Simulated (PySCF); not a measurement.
```xyz
23

B    -1.5141   -0.4292    2.0126
N    -1.5556   -0.2646    0.6362
C    -2.3067   -1.0904   -0.3165
C    -1.8286   -0.4473   -1.6242
Si   -0.8786    0.8278   -0.5651
C     1.0127    0.8750   -0.6626
C     1.7708   -0.4695   -0.6233
C     2.6784    0.0836    0.4826
C     1.7615    1.3063    0.6161
H    -0.8805    0.3238    2.6503
H    -2.1055   -1.3128    2.5101
H    -3.3817   -0.9813   -0.1586
H    -2.0500   -2.1467   -0.2185
H    -2.6354   -0.0710   -2.2446
H    -1.2260   -1.1196   -2.2285
H    -1.4530    2.1787   -0.4889
H     1.3321    1.4763   -1.5149
H     2.2680   -0.7564   -1.5484
H     1.1542   -1.2994   -0.2825
H     2.7659   -0.5371    1.3722
H     3.6778    0.3344    0.1305
H     2.2515    2.2774    0.5700
H     1.1381    1.2690    1.5059
```

Geometry: GFN2-xTB.

Computed with PySCF, PBE0/pcSseg-1, SCF density, gas phase, non-relativistic.

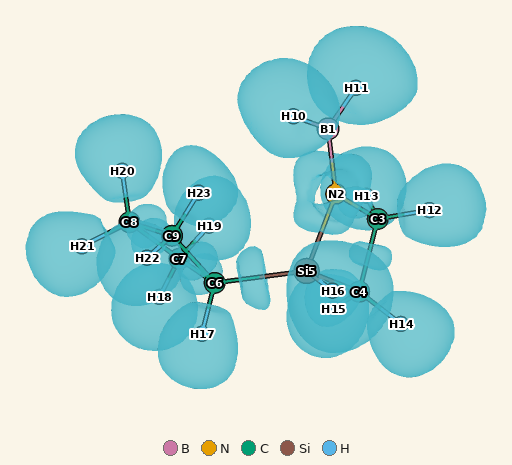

C$_{6}$H$_{14}$BNSi. Isosurface of the electron localisation function at 0.8 (cyan), seen at an oblique angle. Core shells and regions of very low density are left out.

Question: Identify the bonds, lone pairs and shells in this picture.

Answer: At this value the surface marks out five regions between bonded C–C atoms (shared pairs), one region between bonded C–N atoms (shared pairs), two regions between bonded C–Si atoms (shared pairs), 14 regions around hydrogen nuclei and one region on N in which the atom's valence shell and bonds are merged. Profiles from the grid: B–N (1.39 Å): the ELF peaks at about 0.95 between the atoms, as expected for a polar covalent bond. C–N (1.47 Å): the ELF peaks at about 0.90 between the atoms, as expected for localised, covalent bonding.
